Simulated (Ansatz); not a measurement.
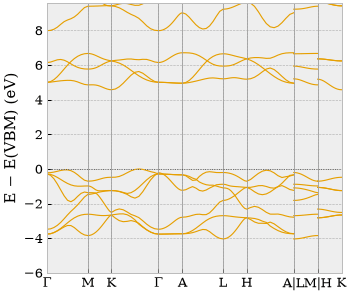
Band structure from DFT-r²SCAN in the program Ansatz with PAW potentials

Question: Read off the gap and where the band edges lie.

Answer: About 4.6 eV (4.57 eV by a search for the band edges); maximum on the K–Γ line, 59 % of the way from K, minimum at K.

The material is ZrO2 (CdI2 type, space group No. 164).

Space group P-3m1 (CdI2 type). A made-up cell: these elements were put on the sites of a structure type; neither database checked (COD, Materials Project) lists it. It is not the phase usual at ambient conditions (space group No. 14). The r²SCAN relaxation kept the symmetry of its start; its stability against distortions is not shown here. The run is not spin-polarised. A crystal of weakly bound layers computed without a dispersion correction: the cell and the soft elastic constants depend strongly on that. Scalar-relativistic: spin–orbit coupling is off unless named, which matters more the heavier the elements.

Potentials: the later of the program's two PAW sets.
